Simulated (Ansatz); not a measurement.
# C₂H₅BSe: a short trajectory

What does C₂H₅BSe do in its first 30 fs at constant energy, with the temperature set to 500 K?

Program: Ansatz 0.2.0, Gaussian basis. Level of theory: BLYP/6-31G* with D3(BJ) with three-body dispersion. These are calculated values, not measurements.

## (1) Structure used throughout

An earlier PBE0-D4 in a triple-zeta def2 set relaxation fixed the geometry.

SMILES `CBC=[Se]`, 9 atoms, charge 0, spin multiplicity 1.

Atoms are counted from 1 here; the program's logs count them from 0.

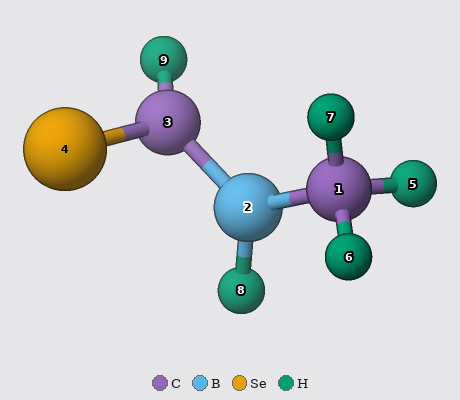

The geometry (carbon purple, boron blue, selenium amber, hydrogen teal); atoms are numbered from 1 in the order of the file.

As a file:

```xyz
9
C2H5BSe
C    -0.1133    0.2964   -1.1876
B     0.5400    0.0747    0.2180
C    -0.1279   -0.7227    1.3377
Se   -0.9782    0.5552    2.2084
H     0.4351   -0.3350   -1.9011
H     0.0163    1.3236   -1.5365
H    -1.1688    0.0264   -1.2433
H     1.6405    0.5003    0.4442
H    -0.1551   -1.7652    1.6431
```

## (2) The run

in.yaml

```yaml
crystal:
  periodic: [false, false, false]
  atoms:
    - {symbol: C, position_ang: [-0.113346, 0.296387, -1.187614]}
    - {symbol: B, position_ang: [0.540002, 0.074732, 0.218018]}
    - {symbol: C, position_ang: [-0.127905, -0.722711, 1.337721]}
    - {symbol: Se, position_ang: [-0.978240, 0.555212, 2.208423]}
    - {symbol: H, position_ang: [0.435052, -0.334969, -1.901109]}
    - {symbol: H, position_ang: [0.016312, 1.323616, -1.536511]}
    - {symbol: H, position_ang: [-1.168756, 0.026357, -1.243291]}
    - {symbol: H, position_ang: [1.640515, 0.500251, 0.444166]}
    - {symbol: H, position_ang: [-0.155135, -1.765176, 1.643097]}
basis:
  gaussian: {orbitals: "6-31G*"}
hamiltonian: {xc: {name: BLYP}, dispersion: d3bjatm}
md: {timestep: 1 fs, n_steps: 30, ensemble: nve, temperature: 500, initial_velocities: maxwell_boltzmann, seed: 853}
```

The run is started by

```console
$ ansatz run in.yaml --threads 2 --pin off --events-out ev --progress --plain --max-ram 4352MiB
```

The log of the run (excerpt; [...] marks lines left out):

```text
Functional definition: BLYP
  name "BLYP"
  cite "Becke, Phys. Rev. A 38, 3098 (1988) doi:10.1103/PhysRevA.38.3098"
  cite "Lee, Yang & Parr, Phys. Rev. B 37, 785 (1988) doi:10.1103/PhysRevB.37.785"
[...]
1063 factors; their error is unknown
[...]
mean field -68171.95015796 eV, -2505.2729596976 hartree, gradient 2.1e-5 eV, S^2 0.000000; 0 other end points of the search recorded, 0 dependent functions left out
[...]
reference -68171.95044683 eV, -2505.2729703134 hartree; 28, 28 occupied and 62, 62 virtual orbitals, 1063 factors
md step     0: t =     0.00 fs  T =   500.0 K  F+E_penalty+E_count = -68172.35905106 eV  E_kin = 0.452410 eV  conserved = -68171.90664106 eV  (28 SCF iters)
[...]
md step     7: t =     7.00 fs  T =   280.3 K  F+E_penalty+E_count = -68172.15635145 eV  E_kin = 0.253588 eV  conserved = -68171.90276333 eV  (31 SCF iters, 3 dispersion substeps)
[...]
md step    14: t =    14.00 fs  T =   354.0 K  F+E_penalty+E_count = -68172.21934089 eV  E_kin = 0.320347 eV  conserved = -68171.89899414 eV  (32 SCF iters, 3 dispersion substeps)
[...]
md step    21: t =    21.00 fs  T =   263.8 K  F+E_penalty+E_count = -68172.13928992 eV  E_kin = 0.238671 eV  conserved = -68171.90061931 eV  (32 SCF iters, 3 dispersion substeps)
[...]
md step    28: t =    28.00 fs  T =   270.0 K  F+E_penalty+E_count = -68172.14484911 eV  E_kin = 0.244271 eV  conserved = -68171.90057823 eV  (32 SCF iters, 3 dispersion substeps)
[...]
md step    29: t =    29.00 fs  T =   271.9 K  F+E_penalty+E_count = -68172.14686289 eV  E_kin = 0.245988 eV  conserved = -68171.90087453 eV  (32 SCF iters, 3 dispersion substeps)
[...]
md step    30: t =    30.00 fs  T =   265.5 K  F+E_penalty+E_count = -68172.13982567 eV  E_kin = 0.240226 eV  conserved = -68171.89959931 eV  (50 SCF iters, 3 dispersion substeps)
Total energy: -68172.14012005 eV, -2505.2799406756 hartree
Atom 0 at    -0.191061     0.391134    -1.138525 Å, force    -0.525180    -1.059120     1.304414 eV/Å
Atom 1 at     0.644720    -0.003530     0.211153 Å, force    -0.009486    -0.156425     0.185361 eV/Å
Atom 2 at    -0.033436    -0.763501     1.421483 Å, force     0.292146    -0.058154    -0.639238 eV/Å
Atom 3 at    -0.995102     0.557251     2.185438 Å, force     0.029716    -0.005112     0.285095 eV/Å
Atom 4 at    -0.070971    -0.384535    -1.888574 Å, force     0.286621    -0.875561    -0.373319 eV/Å
Atom 5 at     0.238178     1.234524    -1.626941 Å, force     0.190460     1.366264    -0.350451 eV/Å
Atom 6 at    -1.316603     0.455090    -1.025540 Å, force     1.010606     0.288851     0.191295 eV/Å
Atom 7 at     1.878662     0.275364     0.381073 Å, force    -1.277711    -0.172831    -0.309425 eV/Å
Atom 8 at     0.037116    -1.793727     1.857656 Å, force     0.002828     0.672087    -0.293732 eV/Å
Dipole moment:     0.042238    -0.254712    -0.156475 e Å
```

Wall time 46 s (2 threads of Arm Neoverse V1, shared host).

## (3) Frames and traces

Every 2 steps, with energies from the start:

```tsv
time (fs)	T (K)	potential (meV)	conserved (meV)	C1–B2 (Å)
0.0	500	0.0	0.00	1.566
2.0	356	137.8	7.64	1.521
4.0	236	248.8	9.50	1.489
6.0	282	201.7	4.42	1.480
8.0	248	235.4	7.71	1.493
10.0	315	174.8	7.35	1.519
12.0	437	59.2	2.35	1.552
14.0	354	139.7	7.65	1.590
16.0	304	184.7	7.44	1.628
18.0	290	194.8	5.10	1.664
20.0	245	239.4	8.80	1.691
22.0	282	201.1	3.57	1.704
24.0	241	242.0	7.85	1.701
26.0	246	236.9	6.65	1.685
28.0	270	214.2	6.06	1.662
30.0	265	219.2	7.04	1.636
```

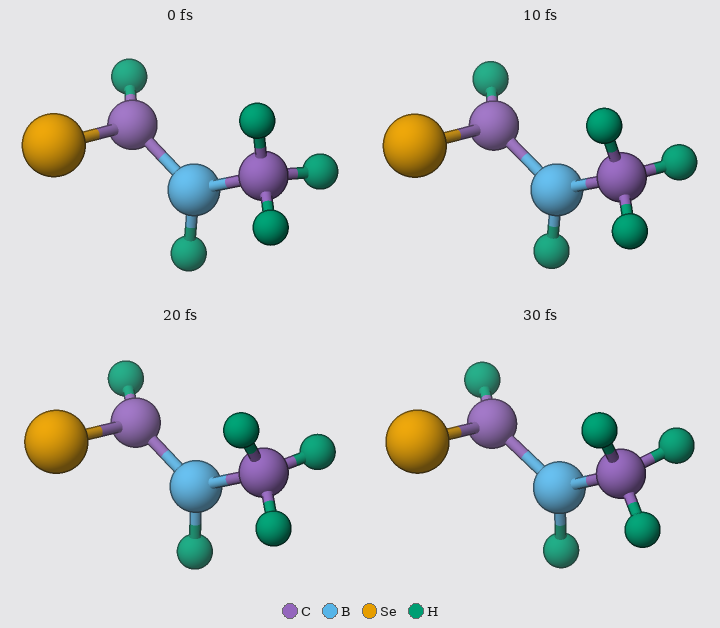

Four frames; sticks are those of the first frame.

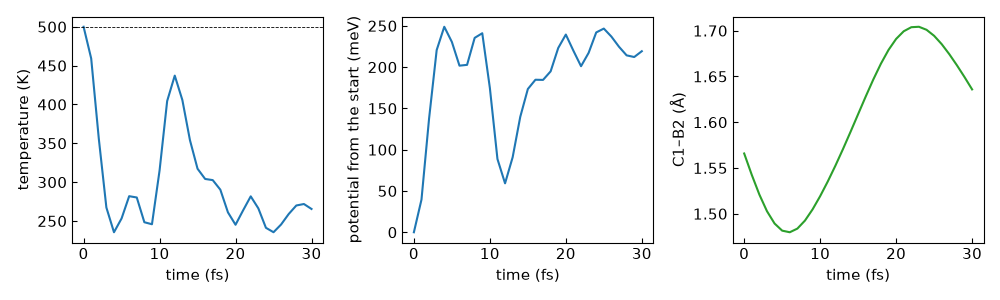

Temperature (the set value dashed), potential energy and the bond that swings most.

Positions (Å) and forces (eV/Å) at 30.0 fs:

```xyz
9

C    -0.191    0.391   -1.139   -0.525   -1.059    1.304
B     0.645   -0.004    0.211   -0.009   -0.156    0.185
C    -0.033   -0.764    1.421    0.292   -0.058   -0.639
Se   -0.995    0.557    2.185    0.030   -0.005    0.285
H    -0.071   -0.385   -1.889    0.287   -0.876   -0.373
H     0.238    1.235   -1.627    0.190    1.366   -0.350
H    -1.317    0.455   -1.026    1.011    0.289    0.191
H     1.879    0.275    0.381   -1.278   -0.173   -0.309
H     0.037   -1.794    1.858    0.003    0.672   -0.294
```

## (4) What came out

```
                              quantity                          value
                                length             30 steps of 1.0 fs
     temperature, first and last frame                     500, 265 K
              temperature, second half  mean 270 K, from 236 to 317 K
                swing of the potential                        249 meV
largest change of the conserved energy                      11.00 meV
                        range of C1–B2               1.480 to 1.704 Å
```

In words: From 500 K at the start the temperature swings between 236 and 500 K: with 9 atoms it has no steady value yet; starting near a minimum, about half of the kinetic energy flows into the potential. The conserved energy moves by 11.00 meV, 4.4 % of the potential's swing. C1–B2 swings most, by 0.22 Å; no bond breaks. A run of 30 fs gives no averages.
